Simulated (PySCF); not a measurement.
SMILES COC(=O)[SiH2][SiH2]C (C3H10O2Si2), GFN2-xTB optimised geometry. Atoms within 1.6 Å of the plane z = 1.5 Å (x, y, z in Å): C1 (0.55, -2.03, 0.15), O2 (-0.15, -0.80, 0.07), C3 (0.58, 0.32, 0.00), O4 (1.79, 0.32, 0.00), Si5 (-0.55, 1.86, 0.00), Si6 (-0.77, 2.55, 2.20), C7 (-1.75, 4.18, 2.26), H8 (1.11, -2.09, 1.09), H9 (-0.19, -2.82, 0.10), H13 (0.51, 2.77, 2.88), H14 (-1.50, 1.57, 3.03), H15 (-2.74, 4.06, 1.82), H16 (-1.24, 4.96, 1.71).

Level of theory: CAM-B3LYP/def2-SVP in PySCF.

Map of the deformation density (molecule minus spherical neutral atoms) (e/bohr³) on the plane z = 1.5 Å:

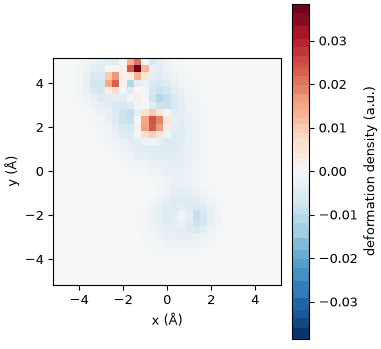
Figure: Deformation density (molecule minus spherical neutral atoms) (e/bohr³) on the plane z = 1.5 Å.
